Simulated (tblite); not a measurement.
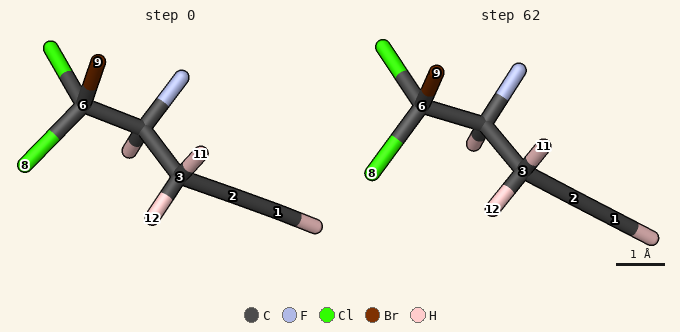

The structure of C5H4BrCl2F before (left) and after (right) a relaxation, at one scale.

A stick model, seen from a free direction.

Level of theory: GFN2-xTB geometry optimisation, gas phase (tblite). 

**What changed between the two?**

The largest move after the best rigid fit is that of an H atom, 0.27 Å. Largest moves by element: H 0.27 Å, Br 0.25 Å, Cl 0.25 Å, C 0.18 Å, F 0.16 Å. Among the contacts that change: Br–C 1.914 → 1.960 Å, C–C 1.485 → 1.531 Å, C–H 1.130 → 1.093 Å, C–C 1.229 → 1.196 Å. Bond angles that change, for instance: C–C–H 115.1° → 109.5°, C–C–H 106.9° → 111.1°, C–C–C 117.1° → 113.3°. The energy falls by 6.17 kcal/mol in 62 geometry steps. Cost: 0.56 s on 1 thread of Arm Neoverse V1 (shared host).
